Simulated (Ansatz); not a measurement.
**AlH8N3: density, localisation and related maps**

The calculation's input:

```
crystal:
  periodic: [false, false, false]
  atoms:
    - {symbol: Al, position_ang: [0.387490, -0.284659, -0.436603]}
    - {symbol: N, position_ang: [0.335671, 1.377630, 0.785093]}
    - {symbol: N, position_ang: [-1.117818, 0.050850, -1.396893]}
    - {symbol: N, position_ang: [0.242749, -1.568169, 0.837959]}
    - {symbol: H, position_ang: [1.112559, 2.022691, 0.701551]}
    - {symbol: H, position_ang: [1.821286, -0.081074, -1.126152]}
    - {symbol: H, position_ang: [0.293597, 1.027944, 1.737255]}
    - {symbol: H, position_ang: [-0.528515, 1.865360, 0.570396]}
    - {symbol: H, position_ang: [-1.060769, 0.437982, -2.326944]}
    - {symbol: H, position_ang: [-1.901845, -0.583816, -1.373472]}
    - {symbol: H, position_ang: [1.022918, -2.172042, 1.047660]}
    - {symbol: H, position_ang: [-0.607119, -2.092697, 0.980150]}
basis:
  gaussian: {orbitals: def2-TZVPP}
hamiltonian: {xc: pbe0, dispersion: d4}
output: {orbitals: {seedname: orbitals}}
```

Run with:

```sh
ansatz run in.yaml --threads 4 --pin off --events-out ev --progress --plain --max-ram 9574MiB
```

The product side of a reaction path; geometry: PBE0-D4/def2-TZVP.

Computed with RKS PBE0-D4/def2-TZVPP in Ansatz 0.2.0.

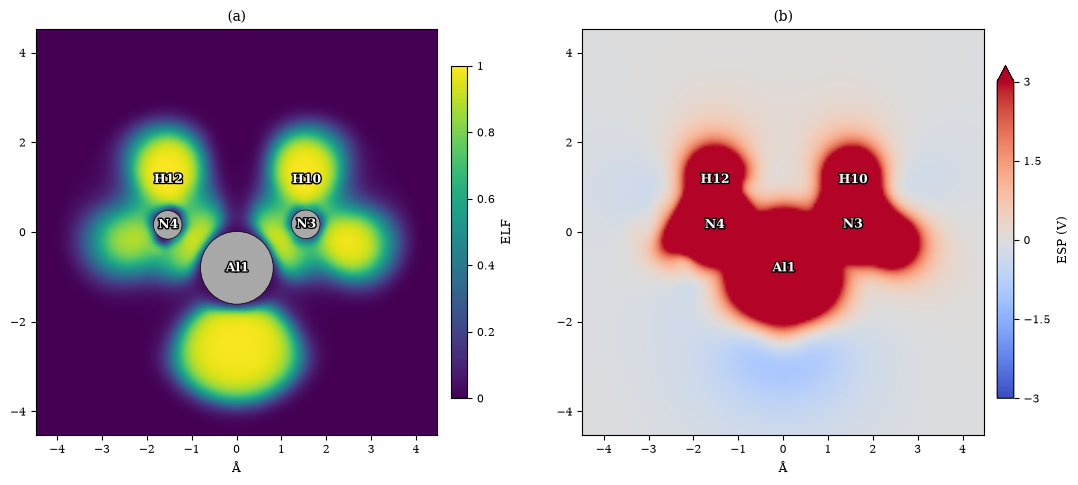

Figure 1. (a) electron localisation function; (b) electrostatic potential on the plane of atoms Al1, N4 and H12. Grey discs cover the atomic cores in the ELF map.

> What do the fields say about this system?

- The section cuts through Al, N and H sites.
- Al–N (1.81 Å): the ELF peaks at about 0.90 in the valence shell of N, 0.6 Å from its nucleus, and is about 0.65 at the midpoint.
- N–H (1.01 Å): the ELF climbs to about 1 towards the hydrogen, as it does in any bond to H; an ordinary covalent bond to hydrogen.
- Outside the dense part of the molecule the potential is most negative (−1.0 V) near H6, which lies off the plane.

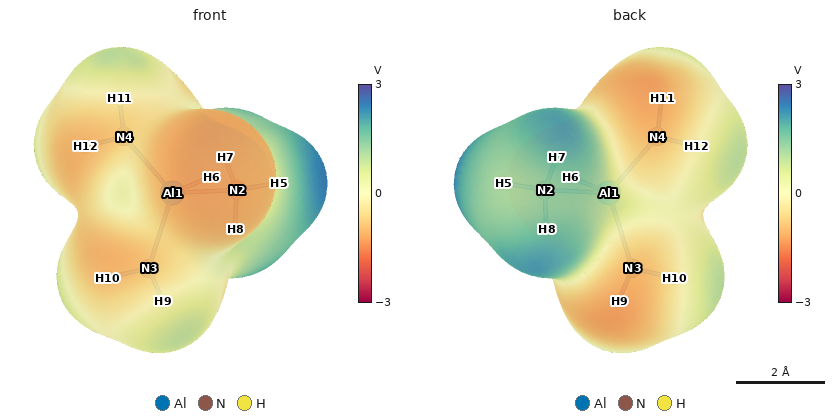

Figure 2. The electrostatic potential painted on the density surface at 0.002 e/bohr³, seen from the front and from behind; red is negative and blue positive.

> Describe the electrostatic potential map.

The most negative region (about −1.3 V, or −30 kcal/mol for a unit charge) lies over N3, N4 and H6, the most positive (about +2.4 V, or +55 kcal/mol for a unit charge) over H5.

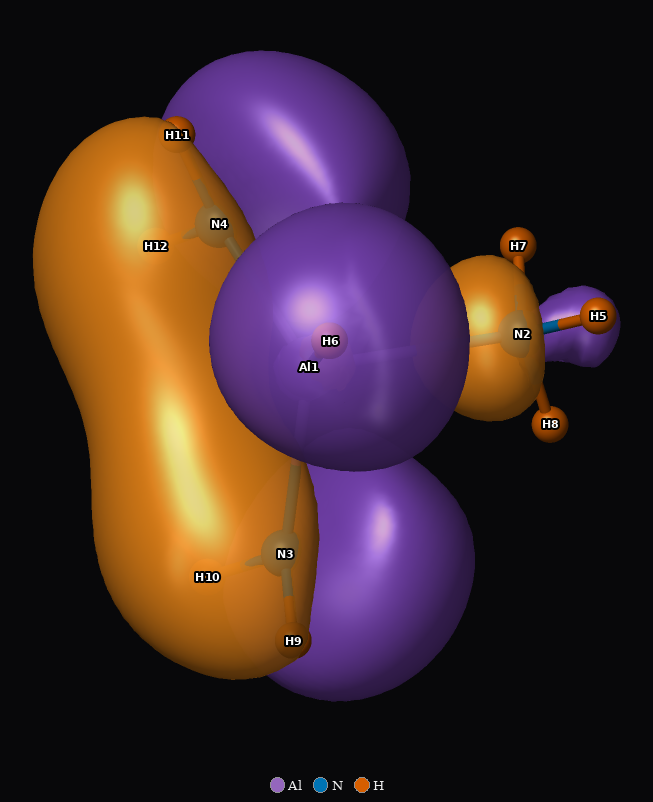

Figure 3. The HOMO−1 at ±0.06 Å⁻³ᐟ² (orange and purple are the two phases), seen across its widest extent.

> Describe this orbital and give its energy.

By Hirshfeld shares it lies mainly on N4 (about 35 %), N3 (about 30 %), Al1 (about 15 %) and H6 (about 10 %). Its energy is −6.47 eV.
